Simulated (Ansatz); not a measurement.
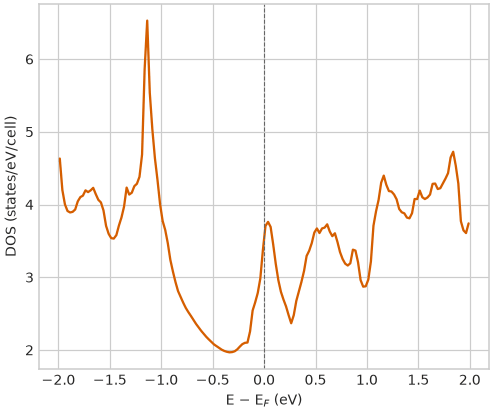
Figure. Density of states of MoPt (Pmma) near the Fermi level, PBEsol, rigid bands (Ansatz, a first-principles code).

**Question.** With 4 atoms a cell, what bare Sommerfeld coefficient γ = (π²/3) k_B² N(E_F) follows?

**Answer.** N(E_F) ≈ 3.4 states/eV a cell at 300 K, so γ ≈ 1.99 mJ/(mol of atoms·K²), before many-body enhancement (phonons, spin fluctuations, correlation).

**Question.** How far does the Fermi level move in a rigid band for 0.1 electron a cell added or removed?

**Answer.** 29 meV and -31 meV.

A metal at this level (no band gap); rigid bands, thermally averaged at 300 K, both spins. Spin-orbit coupling is left out, which matters with elements this heavy. Geometry: cell and atoms relaxed with PBEsol.

Computed structure with no diffraction record at hand here (it may be known, metastable or hypothetical): MoPt (Pmma).
